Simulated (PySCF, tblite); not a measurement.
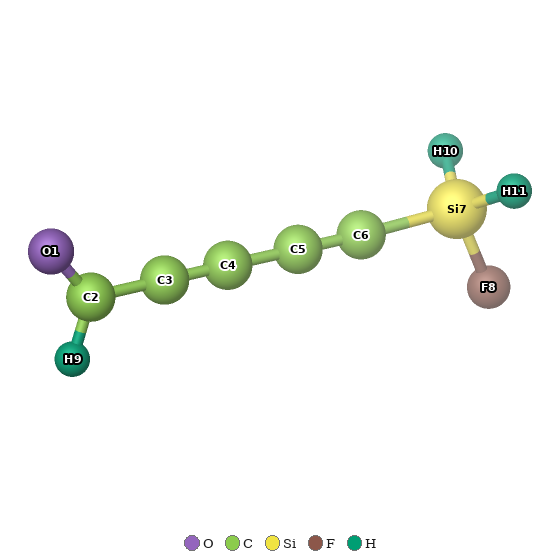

Structure of C₅H₃FOSi, SMILES O=CC#CC#C[SiH2]F.

Kohn-Sham orbital energies near the frontier, CAM-B3LYP/def2-SVPD with PySCF, at a GFN2-xTB geometry (a minimum by its frequencies), isolated molecule; empty levels in grey, levels within 0.03 eV side by side.

**Where do the frontier orbitals lie?**

HOMO at −9.52 eV, LUMO at −1.98 eV, 7.54 eV apart.

**Is the HOMO or the LUMO degenerate, or nearly so?**

The HOMO is one of 2 levels within 0.03 eV and the LUMO stands alone.

**List the levels with the atoms that carry most of them (a dash for levels above zero or within 0.03 eV of another, where shares mean little).**

```tsv
orbital	energy (eV)	Löwdin shares
LUMO+1	−1.05	C6 22 %, C5 18 %, C3 16 %
LUMO	−1.98	O1 19 %, C2 18 %, C4 16 %
HOMO	−9.52	–
HOMO−1	−9.54	–
HOMO−2	−9.91	O1 68 %, C2 16 %, H9 9 %
```

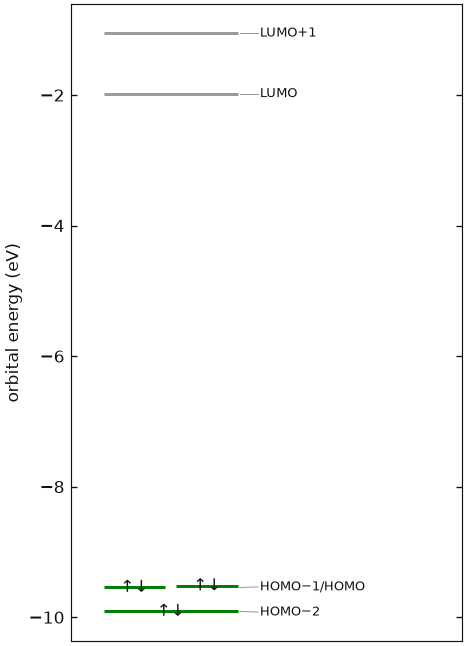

Caveats: the tight-binding geometry is rougher than a DFT one and adds to the error; empty levels above zero depend strongly on the basis.
